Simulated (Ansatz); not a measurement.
## Cu (fcc, Cu type): frozen-phonon scan

Starting cell, Cu (fcc, Cu type):

```xyz
2
Lattice="0.0000 3.6297 3.6297 1.8148 1.8148 3.6297 1.8148 1.8148 0.0000" Properties=species:S:1:pos:R:3 pbc="T T T"
Cu     0.0000     0.0000     0.0000
Cu     1.8148     3.6297     5.4445
```

A phonon eigenvector at X = (0.5, 0.5, 0.0) is frozen into this cell: atom i moves by Q times the vector below, so Q is the largest atomic displacement, in Å. The cell is held. It is one choice among 2 degenerate patterns. (q is in reciprocal vectors of the primitive cell; the cell shown is doubled to hold the pattern.)

| atom | x | y | z |
|---|---|---|---|
| Cu1 | 0.000 | 1.000 | 0.000 |
| Cu2 | 0.000 | -1.000 | 0.000 |

All values below come from PBE (plane waves to 420 eV, PAW, scalar-relativistic; Ansatz, an electronic-structure program). k mesh 22×22×22 (Γ-centred), Fermi-Dirac smearing 0.05 eV. The energy includes the smearing's −TS. With partly filled bands, energies and forces of such displacements shift with the k mesh and the smearing. Cu is run without spin polarisation. Cu was relaxed with its symmetry unable to fall. The zero of ΔE is the undisplaced structure.

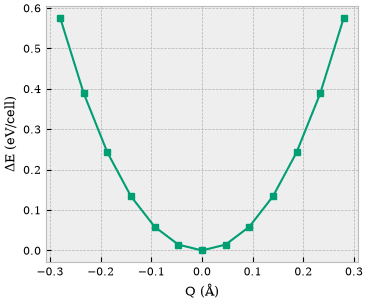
ΔE (eV/cell) against Q (Å); one marker a computed point.

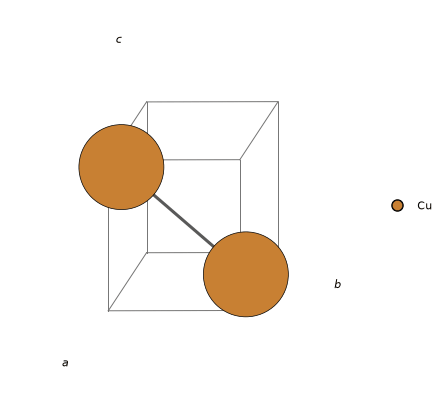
Fig. 1. The cell of the calculation at Q = -0.280 Å.

The energy at Q = 0.280 Å is 576 meV/cell. Harmonic wavenumber from the curvature (finite differences): 169 cm⁻¹. Shape of the curve: a single well with its minimum at or next to zero displacement. Wavenumber by perturbation theory (DFPT, on another k mesh): 168 cm⁻¹. Space group of the distorted cell: Cmcm (No. 63), lowered from Fm-3m.

E″ = 13.29 eV/Å², M = Σ mᵢ|uᵢ|² = 127.1 u, ν̃ = 521.5·√(|E″|/M).

(A displaced cell: forces are minus the slopes of the energy, force constants its curvatures, and phonons follow from these.)
